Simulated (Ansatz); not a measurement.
# Zn3Se2S: a trial structure relaxed, part 2 of 2

The task: take a trial cell of Zn3Se2S to zero force and stress.

Ansatz 0.2.0; DFT PBE, scalar-relativistic, plane waves, PAW. Earlier steps stand in the parts before.

**4. Full relaxation**

The end of the coarse run is made exact in the group found at a tolerance of 0.06 Å and reduced to its primitive cell.

Input file input.yaml:

```yaml
crystal:
  lattice:
    - [3.9813156879, 0.0, 0.0]
    - [-1.990657844, 3.4479205262, 0.0]
    - [0.0, 0.0, 19.5990427557]
  atoms:
    - { symbol: Zn, position: [0.3333333333, 0.6666666667, 0.996992796] }
    - { symbol: Zn, position: [0.3333333333, 0.6666666667, 0.3400315867] }
    - { symbol: Zn, position: [0.3333333333, 0.6666666667, 0.6684736248] }
    - { symbol: Zn, position: [0.6666666667, 0.3333333333, 0.1684736248] }
    - { symbol: Zn, position: [0.6666666667, 0.3333333333, 0.496992796] }
    - { symbol: Zn, position: [0.6666666667, 0.3333333333, 0.8400315867] }
    - { symbol: Se, position: [0.3333333333, 0.6666666667, 0.1239632879] }
    - { symbol: Se, position: [0.3333333333, 0.6666666667, 0.7950844737] }
    - { symbol: Se, position: [0.6666666667, 0.3333333333, 0.2950844737] }
    - { symbol: Se, position: [0.6666666667, 0.3333333333, 0.6239632879] }
    - { symbol: S, position: [0.3333333333, 0.6666666667, 0.460454221] }
    - { symbol: S, position: [0.6666666667, 0.3333333333, 0.960454221] }
basis:
  ecutwfc: 420
kpoints:
  mp_grid: { grid: [12, 12, 2] }
hamiltonian:
  xc: pbe
scf:
  occupations: { method: gaussian, width: 0.02 }
output:
  forces: true
  stress: true
  eigenvalues: true
  write_density: true
  write_potential: true
  elf: true
  volumetric_format: npy
relax:
  adjacent_minimum: "off"
  f_tol: 0.01
  max_steps: 80
  cell: { stress_tol: 0.05 }
```

The run is started by

```sh
ansatz run input.yaml --threads 1 --pin off --max-ram 2560MiB --backend cpu --events-out ev --progress --plain --runs-dir out
```

Log:

```text
Warning: RAYON_NUM_THREADS=1 ignored (pool sized by the plan → 1); use --threads N
[... 10 set-up lines as earlier in the session ...]
Crystal: 12 atoms, lattice volume = 269.041 Å³
Basis set: ecut = 420 eV, 5309 PW (Γ), exchange–correlation on 54×54×270 points (8 copies of the dense FFT grid, shifted against one another)
Bands: 89, of which v1, the nominal top of the filled ones, is band 74 counted from 1 (73 counted from 0)
[... 1 set-up line as earlier in the session ...]
Space group: P63mc (ITA 186), of the structure as read, at distance tolerance 6.5e-5 Å
k-points: 38 of 288
[... 10 set-up lines as earlier in the session ...]
SCF iter   1: F=—  HF=-43603.438994 eV  |F-HF|=—  |Δ(HF+E_count)|=         —  Δρ=6.98e-4  dr2=2.28e-3  ethr=1.77e-3  ⟨swp⟩=6.7  Hψ=13937  notcnv=0  defer=19
preconditioner: auto → Resta (q_TF=auto, 2.470 Å⁻¹)  ε∞=5.8  [insulator: Δε(μ)=1.291 eV  Ē_g=10.686 eV  σ=0.020 eV  W_gap=1.00  n_scr=80 (ndim 8)  ℏωp=23.5 eV  f_vac=0.092  D(μ)=0.00/eV (n_scr^D=0)  ε∞_Penn≈5.8]
SCF iter   2: F=—  HF=-43603.438648 eV  |F-HF|=—  |Δ(HF+E_count)|=   3.46e-4  Δρ=4.38e-4  dr2=8.74e-4  ethr=1.54e-6  ⟨swp⟩=2.0  Hψ=6737  notcnv=0  defer=160
SCF iter   3: F=—  HF=-43603.438884 eV  |F-HF|=—  |Δ(HF+E_count)|=   2.36e-4  Δρ=3.05e-4  dr2=1.53e-4  ethr=5.90e-7  ⟨swp⟩=2.0  Hψ=5920  notcnv=0  defer=160
SCF iter   4: F=—  HF=-43603.438726 eV  |F-HF|=—  |Δ(HF+E_count)|=   1.57e-4  Δρ=9.27e-5  dr2=3.10e-5  ethr=1.03e-7  ⟨swp⟩=2.0  Hψ=5863  notcnv=0  defer=160
SCF iter   5: F=—  HF=-43603.438760 eV  |F-HF|=—  |Δ(HF+E_count)|=   3.36e-5  Δρ=6.83e-5  dr2=1.35e-5  ethr=2.09e-8  ⟨swp⟩=2.0  Hψ=5863  notcnv=0  defer=160
SCF iter   6: F=—  HF=-43603.438756 eV  |F-HF|=—  |Δ(HF+E_count)|=   3.40e-6  Δρ=2.02e-5  dr2=2.15e-6  ethr=9.09e-9  ⟨swp⟩=2.0  Hψ=5863  notcnv=0  defer=160
SCF iter   7: F=—  HF=-43603.438758 eV  |F-HF|=—  |Δ(HF+E_count)|=   1.22e-6  Δρ=6.57e-6  dr2=1.46e-7  ethr=1.45e-9  ⟨swp⟩=2.0  Hψ=5103  notcnv=0  defer=160
SCF iter   8: F=-43603.438758 eV  HF=-43603.438758 eV  |F-HF|=4.22e-8  |Δ(HF+E_count)|=   1.98e-7  Δρ=4.29e-6  dr2=4.04e-8  ethr=6.76e-11  ⟨swp⟩=12.8  Hψ=24340  notcnv=0
SCF 1 converged in 8 iterations: F = -43603.438758 eV  dr2 = 4.04e-8
relax step   1: F+E_penalty+E_count = -43603.43875778 eV  Δ(F+E_penalty+E_count) = +0.000e0 eV  max|allowed force component| = 1.091e-2 eV/Å  Δτ_max = 0.0000 Å  P = -0.011 GPa  Ω = 269.041 Å³  (8 SCF iters, dr2 threshold 1.00e-7 eV, accepted)
Crystal: 12 atoms, lattice volume = 269.000 Å³
Initial density: handed on by an earlier stage of this run
Initial wavefunctions: those handed on with the density
iter 1 solved again at ethr=1.37e-8 eV; its pass at ethr=3.10e-3 eV (dr2=2.03e-5 eV) is discarded
SCF iter   1: F=—  HF=-43603.438808 eV  |F-HF|=—  |Δ(HF+E_count)|=         —  Δρ=1.17e-4  dr2=2.16e-5  ethr=1.37e-8  ⟨swp⟩=2.5  Hψ=12914  notcnv=0
preconditioner: auto → Resta (q_TF=auto, 2.470 Å⁻¹)  ε∞=5.9  [insulator: Δε(μ)=1.301 eV  Ē_g=10.683 eV  σ=0.020 eV  W_gap=1.00  n_scr=80 (ndim 8)  ℏωp=23.5 eV  f_vac=0.090  D(μ)=0.00/eV (n_scr^D=0)  ε∞_Penn≈5.9]
SCF iter   2: F=—  HF=-43603.438777 eV  |F-HF|=—  |Δ(HF+E_count)|=   3.18e-5  Δρ=5.83e-5  dr2=5.12e-6  ethr=1.37e-8  ⟨swp⟩=2.7  Hψ=5801  notcnv=0  defer=1
SCF iter   3: F=—  HF=-43603.438831 eV  |F-HF|=—  |Δ(HF+E_count)|=   5.40e-5  Δρ=2.12e-5  dr2=9.11e-7  ethr=3.46e-9  ⟨swp⟩=2.0  Hψ=5280  notcnv=0
SCF iter   4: F=—  HF=-43603.438830 eV  |F-HF|=—  |Δ(HF+E_count)|=   3.37e-7  Δρ=7.19e-6  dr2=2.18e-7  ethr=6.16e-10  ⟨swp⟩=2.0  Hψ=5196  notcnv=0
SCF iter   5: F=—  HF=-43603.438830 eV  |F-HF|=—  |Δ(HF+E_count)|=   1.60e-8  Δρ=1.90e-6  dr2=2.43e-8  ethr=1.47e-10  ⟨swp⟩=2.0  Hψ=5162  notcnv=0
SCF iter   6: F=-43603.438830 eV  HF=-43603.438830 eV  |F-HF|=5.82e-10  |Δ(HF+E_count)|=   3.89e-9  Δρ=7.60e-7  dr2=2.16e-9  ethr=5.03e-12  ⟨swp⟩=7.2  Hψ=20334  notcnv=0
SCF 2 converged in 6 iterations: F = -43603.438830 eV  dr2 = 2.16e-9
relax step   2: F+E_penalty+E_count = -43603.43883038 eV  Δ(F+E_penalty+E_count) = -7.260e-5 eV  max|allowed force component| = 4.193e-3 eV/Å  Δτ_max = 0.0012 Å  P = -0.002 GPa  Ω = 269.000 Å³  energy of the carried Pulay correction = +1.397e-5 eV  (6 SCF iters, dr2 threshold 7.44e-9 eV, accepted)
Initial wavefunctions: pseudopotential atomic-orbital guess (no wavefunctions were taken with the density)
iter 1 solved again at ethr=4.80e-8 eV; its pass at ethr=3.10e-3 eV (dr2=7.10e-5 eV) is discarded
SCF iter   1: F=—  HF=-43603.438791 eV  |F-HF|=—  |Δ(HF+E_count)|=         —  Δρ=1.53e-6  dr2=3.36e-9  ethr=4.80e-8  ⟨swp⟩=3.2  Hψ=24397  notcnv=0
eigensolver tolerance schedule: the retry pair's looser diagonalisation over-reported the residual by 21154.25 of it (diagonalisation noise at 0.49 of the residual, at the tolerance the schedule requests for it); recorded, not acted on — ethr = c·dr2/N_el stays at c = 1.0e-1
SCF iter   2: F=—  HF=-43603.438818 eV  |F-HF|=—  |Δ(HF+E_count)|=   2.65e-5  Δρ=1.08e-6  dr2=2.11e-9  ethr=2.27e-12  ⟨swp⟩=3.1  Hψ=8974  notcnv=0
SCF iter   3: F=—  HF=-43603.438818 eV  |F-HF|=—  |Δ(HF+E_count)|=  1.46e-10  Δρ=5.42e-7  dr2=8.03e-10  ethr=1.42e-12  ⟨swp⟩=2.0  Hψ=4550  notcnv=0
SCF iter   4: F=—  HF=-43603.438818 eV  |F-HF|=—  |Δ(HF+E_count)|=  7.28e-10  Δρ=1.92e-7  dr2=1.77e-10  ethr=1.00e-12  ⟨swp⟩=2.1  Hψ=4357  notcnv=0
SCF iter   5: F=-43603.438818 eV  HF=-43603.438818 eV  |F-HF|=0.00e0  |Δ(HF+E_count)|=  5.82e-11  Δρ=1.55e-7  dr2=5.00e-11  ethr=1.00e-12  ⟨swp⟩=6.0  Hψ=16388  notcnv=0
SCF 3 converged in 5 iterations: F = -43603.438818 eV  dr2 = 5.00e-11
relax step   3: F+E_penalty+E_count = -43603.43881763 eV  Δ(F+E_penalty+E_count) = +1.274e-5 eV  max|allowed force component| = 4.180e-3 eV/Å  Δτ_max = 0.0000 Å  P = -0.002 GPa  Ω = 269.000 Å³  stress off target by 4.80e-3 GPa  SCF on the basis re-selected at this cell (its energy is not comparable with the rows above)  (5 SCF iters)
basis re-selected at this cell: Δ(F+E_penalty+E_count) = +1.274e-5 eV, ΔP = -0.000 GPa vs the last step (what re-selecting the basis moved, of the pressure what is left beyond the Pulay correction that the steps carried, after the strain that the cell walked since its last selection, with what the two solves' SCF thresholds leave and, on support functions, any second-order correction that the steps lacked; it is no measure of the basis error at this ecutwfc). This SCF's stress stands 4.80e-3 GPa from its target on what of the cell is left free (relax.cell.stress_tol is 5.00e-2 GPa) and its largest allowed force component is 4.18e-3 eV/Å (relax.f_tol is 1.00e-2 eV/Å): within both
SCF converged after 5 iterations
Free energy (F): -43603.438818 eV
Harris-Foulkes:  -43603.438818 eV  (|F-HF|=0.00e0)
Internal energy: -43603.438818 eV  (E = F + TS)
E sigma→0 (E₀):  -43603.438818 eV
Fermi energy:    6.867927 eV
--- Per-component energies (eV) ---
  E_band       = -1565.473920
  E_kinetic    = 1472.773875
  E_local      = -22805.601980  (includes V_loc(G=0)·N_el)
  E_nonlocal   = 1360.843502
  E_hartree    = 10402.419779
  E_xc         = -1432.175056
  E_vxc        = -876.743785  (∫ρ·V_xc dr)
  E_paw        = -19816.872341  (= ΣΔE_a)
  E_vpaw       = -1521.580123  (= ΣTr[D̂ρ^β])
  E_aug_tail   = -0.004406  (compensation charges beyond the density's cutoff)
  E_ewald      = -12784.822191
  E_smearing   = -0.000000  (= −TS)
  E_closure    = 0.000000  (closes the sum)
  Σ components = -43603.438818   (vs F -43603.438818, Δ=0.00e0)
--- Forces (eV/Å), atoms counted from 1 ---
  atom   1  Zn    -0.00000000     0.00000000    -0.00102142
  atom   2  Zn    -0.00000000     0.00000000    -0.00417993
  atom   3  Zn    -0.00000000     0.00000000    -0.00064296
  atom   4  Zn     0.00000000    -0.00000000    -0.00064296
  atom   5  Zn     0.00000000    -0.00000000    -0.00102142
  atom   6  Zn     0.00000000    -0.00000000    -0.00417993
  atom   7  Se    -0.00000000     0.00000000     0.00043043
  atom   8  Se    -0.00000000     0.00000000     0.00146608
  atom   9  Se     0.00000000    -0.00000000     0.00146608
  atom  10  Se     0.00000000    -0.00000000     0.00043043
  atom  11  S     -0.00000000     0.00000000     0.00394681
  atom  12  S      0.00000000    -0.00000000     0.00394681
  max |Σ_I F_I| component: 1.99e-6 eV/Å
--- Stress (GPa, compression-positive) ---
       -0.004731       0.000000       0.000000
        0.000000      -0.004731       0.000000
        0.000000       0.000000       0.004802
  P = ⅓ Tr σ = -0.0016 GPa (-0.016 kbar)
--- Band table (eV; the first three rows and the last of 38) ---
  k-point 0: bands = ["-40.5595", "-40.5595", "-40.5577", "-40.5577", "-40.5555", "-40.5555", "-40.5555", "-40.5555", "-40.5530", "-40.5530", "-40.5530", "-40.5530", "-40.5483", "-40.5483", "-40.5483", "-40.5483", "-40.5447", "-40.5447", "-40.5447", "-40.5447", "-6.9521", "-6.7900", "-6.7658", "-6.4071", "-6.3719", "-6.1697", "-0.3597", "-0.3597", "-0.3596", "-0.3596", "-0.3227", "-0.3100", "-0.2457", "-0.2109", "-0.2109", "-0.2035", "-0.2035", "-0.1767", "-0.1767", "-0.1686", "-0.1686", "-0.1348", "-0.1154", "0.0080", "0.0080", "0.0095", "0.0095", "0.1143", "0.1143", "0.1172", "0.1172", "0.1390", "0.1390", "0.1400", "0.1400", "0.2446", "1.0046", "2.1005", "2.2304", "4.1354", "4.3117", "5.0329", "5.0329", "5.0711", "5.0711", "5.6995", "5.6995", "5.8384", "5.8384", "5.9809", "6.1131", "6.1131", "6.2173", "6.2173", "7.5184", "8.4677", "8.7345", "8.9321", "9.0067", "9.0754", "11.7631", "11.9776", "11.9776", "12.0893", "12.0893", "12.2111", "12.2812", "12.3071", "12.3071"]
  k-point 1: bands = ["-40.5595", "-40.5595", "-40.5577", "-40.5577", "-40.5555", "-40.5555", "-40.5555", "-40.5555", "-40.5530", "-40.5530", "-40.5530", "-40.5530", "-40.5483", "-40.5483", "-40.5483", "-40.5483", "-40.5447", "-40.5447", "-40.5447", "-40.5447", "-6.9068", "-6.9068", "-6.5914", "-6.5914", "-6.2301", "-6.2301", "-0.3597", "-0.3597", "-0.3597", "-0.3597", "-0.3162", "-0.3162", "-0.2216", "-0.2216", "-0.2076", "-0.2076", "-0.2076", "-0.2076", "-0.1722", "-0.1722", "-0.1722", "-0.1722", "0.0087", "0.0087", "0.0087", "0.0087", "0.0711", "0.0711", "0.1157", "0.1157", "0.1157", "0.1157", "0.1395", "0.1395", "0.1395", "0.1395", "1.3834", "1.3834", "3.1393", "3.1393", "5.0510", "5.0510", "5.0510", "5.0510", "5.3149", "5.3149", "5.7618", "5.7618", "5.7618", "5.7618", "6.1733", "6.1733", "6.1733", "6.1733", "8.0883", "8.0883", "8.6906", "8.6906", "9.1424", "9.1424", "12.0163", "12.0163", "12.0163", "12.0163", "12.0379", "12.0379", "12.4980", "12.4980", "12.4980"]
  k-point 2: bands = ["-40.5595", "-40.5595", "-40.5577", "-40.5577", "-40.5555", "-40.5555", "-40.5555", "-40.5555", "-40.5530", "-40.5530", "-40.5530", "-40.5530", "-40.5483", "-40.5483", "-40.5483", "-40.5483", "-40.5447", "-40.5447", "-40.5447", "-40.5447", "-6.9118", "-6.7535", "-6.7280", "-6.3770", "-6.3446", "-6.1471", "-0.3591", "-0.3585", "-0.3499", "-0.3498", "-0.3172", "-0.3025", "-0.2404", "-0.2089", "-0.2034", "-0.2025", "-0.1957", "-0.1751", "-0.1677", "-0.1649", "-0.1594", "-0.1304", "-0.1133", "0.0069", "0.0082", "0.0098", "0.0112", "0.1116", "0.1141", "0.1175", "0.1175", "0.1275", "0.1395", "0.1410", "0.1418", "0.2562", "1.0628", "2.1229", "2.2460", "4.0586", "4.1586", "4.7398", "4.7710", "4.9414", "4.9855", "5.3094", "5.5525", "5.5971", "5.6515", "5.7541", "5.8054", "5.9322", "6.0349", "6.1527", "8.0104", "8.7851", "9.0985", "9.2735", "9.3328", "9.4717", "11.5411", "11.7015", "11.7545", "12.1085", "12.2321", "12.2481", "12.4089", "12.4229", "12.4661"]
  k-point 37: bands = ["-40.5593", "-40.5593", "-40.5575", "-40.5575", "-40.5556", "-40.5556", "-40.5555", "-40.5555", "-40.5531", "-40.5531", "-40.5530", "-40.5530", "-40.5481", "-40.5481", "-40.5481", "-40.5481", "-40.5445", "-40.5445", "-40.5445", "-40.5445", "-6.0106", "-6.0106", "-5.9476", "-5.9476", "-5.9404", "-5.9404", "-0.2655", "-0.2655", "-0.1958", "-0.1958", "-0.1735", "-0.1735", "-0.1336", "-0.1336", "-0.0878", "-0.0878", "-0.0447", "-0.0447", "-0.0091", "-0.0091", "0.0101", "0.0101", "0.0367", "0.0367", "0.0639", "0.0639", "0.0995", "0.0995", "0.1084", "0.1084", "0.2924", "0.2924", "0.3097", "0.3097", "0.3574", "0.3574", "1.4185", "1.4185", "1.6727", "1.6727", "1.7738", "1.7738", "2.5569", "2.5569", "3.2400", "3.2400", "3.9899", "3.9899", "4.0180", "4.0180", "4.1909", "4.1909", "4.8385", "4.8385", "10.0404", "10.0404", "10.4575", "10.4575", "10.9536", "10.9536", "11.2601", "11.2601", "12.1791", "12.1791", "12.7414", "12.7414", "13.5754", "13.5754", "13.5972"]
--- Relaxed structure (2 steps of the walk, 2 accepted, 1 SCFs on fresh bases) ---
  F+E_penalty+E_count = -43603.43881763 eV   max|allowed force component| = 4.180e-3 eV/Å   (the final SCF, on the basis selected at the relaxed cell)
  cell:  # Å, volume = 269.0001 Å³
    - [3.980015452912027, 2.885819548289254e-11, 0.0]
    - [-1.9900077264810052, 3.4467944896620146, 0.0]
    - [0.0, -2.436265022743923e-35, 19.60885701258357]
  atoms:
    - { symbol: Zn, position: [0.3333333333333333, 0.6666666666666666, 0.9970495553249896] }
    - { symbol: Zn, position: [0.3333333333333333, 0.6666666666666666, 0.3399968127198683] }
    - { symbol: Zn, position: [0.3333333333333333, 0.6666666666666666, 0.6685152177046871] }
    - { symbol: Zn, position: [0.6666666666666665, 0.33333333333333326, 0.16851521770468716] }
    - { symbol: Zn, position: [0.6666666666666665, 0.33333333333333326, 0.49704955532498973] }
    - { symbol: Zn, position: [0.6666666666666665, 0.33333333333333326, 0.8399968127198683] }
    - { symbol: Se, position: [0.3333333333333333, 0.6666666666666666, 0.12401470352690366] }
    - { symbol: Se, position: [0.3333333333333333, 0.6666666666666666, 0.7950321037280261] }
    - { symbol: Se, position: [0.6666666666666665, 0.33333333333333326, 0.29503210372802624] }
    - { symbol: Se, position: [0.6666666666666665, 0.33333333333333326, 0.6240147035269036] }
    - { symbol: S, position: [0.3333333333333333, 0.6666666666666666, 0.4603915970955247] }
    - { symbol: S, position: [0.6666666666666665, 0.33333333333333326, 0.9603915970955248] }
```

It took 6 min on 1 thread of AMD EPYC 7R43 (Zen 3), shared host; peak memory 0.96 GiB.

The steps of the relaxation:

| step | energy from step 1 (eV/cell) | largest force component (eV/Å) | pressure (GPa) | volume (Å³) |
| --- | --- | --- | --- | --- |
| 1 | 0.0000 | 0.0109 | -0.01 | 269.04 |
| 2 | -0.0001 | 0.0042 | 0.00 | 269.00 |
| 3 | -0.0001 | 0.0042 | 0.00 | 269.00 |

Step 1 is the start. Step 3 repeats the geometry before it on a plane-wave basis chosen anew for that cell, so its energy need not be comparable with the rows above.

|  | before | after | change |
| --- | --- | --- | --- |
| a (Å) | 3.981 | 3.980 | 0.0 % |
| b (Å) | 3.981 | 3.980 | 0.0 % |
| c (Å) | 19.599 | 19.609 | +0.1 % |
| volume (Å³/atom) | 22.42 | 22.42 | 0.0 % |
| shortest distance (Å) | 2.360 | 2.361 | 0.0 % |
| space group (0.01 Å) | P6_3mc | P6_3mc | same |

Forces and stress were held to the start's 12 operations: a distortion of lower symmetry was not tested.

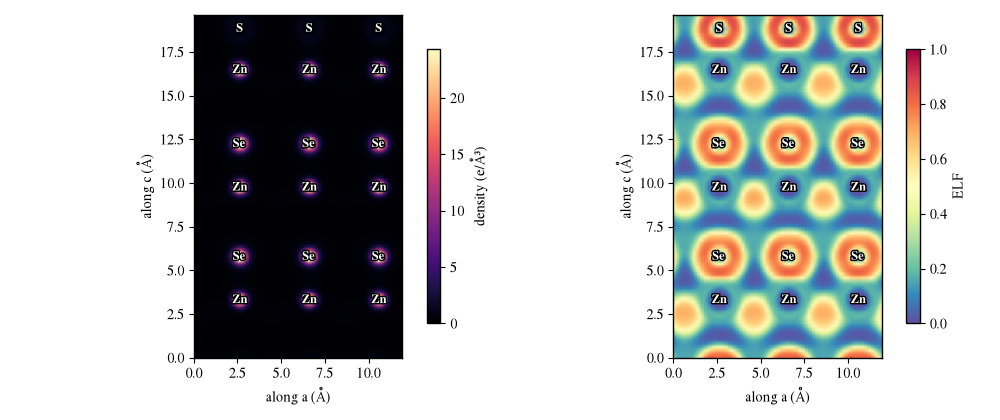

Density (left) and ELF (right) in a lattice plane of the grid's cell (edges 3.98 and 19.61 Å, at 0.333 of the third edge), which holds Zn and Se and S. Only atoms in the plane are labelled; the density scale stops at 24.31 e/Å³. Both are smooth fields of the valence electrons: close to the nuclei they are not physical.

Outside the cores ELF peaks at 0.90 on the S–Zn line, 0.9 Å from S; 0.89 in the shell around S, 0.8 Å from S; 0.83 on the Se–Zn line, 0.9 Å from Se.

**5. Changing settings: lower_state_search standard**

Input file input.yaml:

```yaml
crystal:
  lattice:
    - [3.9800154529, 0.0, 0.0]
    - [-1.9900077265, 3.4467944897, 0.0]
    - [0.0, 0.0, 19.6088570126]
  atoms:
    - { symbol: Zn, position: [0.3333333333, 0.6666666667, 0.9970495553] }
    - { symbol: Zn, position: [0.3333333333, 0.6666666667, 0.3399968127] }
    - { symbol: Zn, position: [0.3333333333, 0.6666666667, 0.6685152177] }
    - { symbol: Zn, position: [0.6666666667, 0.3333333333, 0.1685152177] }
    - { symbol: Zn, position: [0.6666666667, 0.3333333333, 0.4970495553] }
    - { symbol: Zn, position: [0.6666666667, 0.3333333333, 0.8399968127] }
    - { symbol: Se, position: [0.3333333333, 0.6666666667, 0.1240147035] }
    - { symbol: Se, position: [0.3333333333, 0.6666666667, 0.7950321037] }
    - { symbol: Se, position: [0.6666666667, 0.3333333333, 0.2950321037] }
    - { symbol: Se, position: [0.6666666667, 0.3333333333, 0.6240147035] }
    - { symbol: S, position: [0.3333333333, 0.6666666667, 0.4603915971] }
    - { symbol: S, position: [0.6666666667, 0.3333333333, 0.9603915971] }
basis:
  ecutwfc: 420
kpoints:
  mp_grid: { grid: [12, 12, 2] }
hamiltonian:
  xc: pbe
scf:
  occupations: { method: gaussian, width: 0.02 }
  lower_state_search: standard
output:
  forces: true
  eigenvalues: true
  stress: true
```

The run is started by

```sh
ansatz run input.yaml --threads 1 --pin off --max-ram 2560MiB --backend cpu --events-out ev --progress --plain --runs-dir out
```

Log, shortened:

```text
Warning: RAYON_NUM_THREADS=1 ignored (pool sized by the plan → 1); use --threads N
[...]
[... 5 set-up lines as earlier in the session ...]
[...]
Crystal: 12 atoms, lattice volume = 269.000 Å³
[...]
  atom   5  Zn    -0.00000000    -0.00000000    -0.00101524
  atom   6  Zn    -0.00000000    -0.00000000    -0.00418353
  atom   7  Se    -0.00000000     0.00000000     0.00043908
  atom   8  Se     0.00000000     0.00000000     0.00147827
[...]
--- Stress (GPa, compression-positive) ---
       -0.004766       0.000000      -0.000000
        0.000000      -0.004766      -0.000000
       -0.000000      -0.000000       0.004756
  P = ⅓ Tr σ = -0.0016 GPa (-0.016 kbar)
--- Band table (eV; the first three rows and the last of 38) ---
[...]
```

Run time: 1.7 min. Hardware: 1 thread of AMD EPYC 7R43 (Zen 3), shared host; peak memory 0.93 GiB.

```
    run     ending  energy change  pressure (GPa)  gap (eV)  force (eV/Å)  cycles     time
 step 4  converged              0             0.0      1.30          0.00       -    6 min
variant  converged   0.0 meV/atom             0.0      1.30          0.00       8  1.7 min
```

The changed input (search for lower states) leaves the energy the same to the digits printed.

**6. Results**

What follows sums up all 2 parts. Changes of volume or cell count from the first structure of part 1.

| quantity | value |
| --- | --- |
| symmetry at the end (tolerance 0.02 Å) | space group P6_3mc (No. 186) |
| conventional cell | a = 3.980 Å, b = 3.980 Å, c = 19.609 Å, α = 90.00°, β = 90.00°, γ = 120.00° |
| volume | 22.42 Å³/atom |
| energy over the elements | -0.74 eV/atom |
| gap on the mesh | 1.30 eV |

In words: The space group P6_3mc (No. 186) is kept, and the volume per atom grows by 8.4 % from the first guess. A negative formation energy is needed for stability but isn't enough; other structures and compounds were not set against it here. No finished test with a distortion of lower symmetry is shown, so the end may be a saddle point.
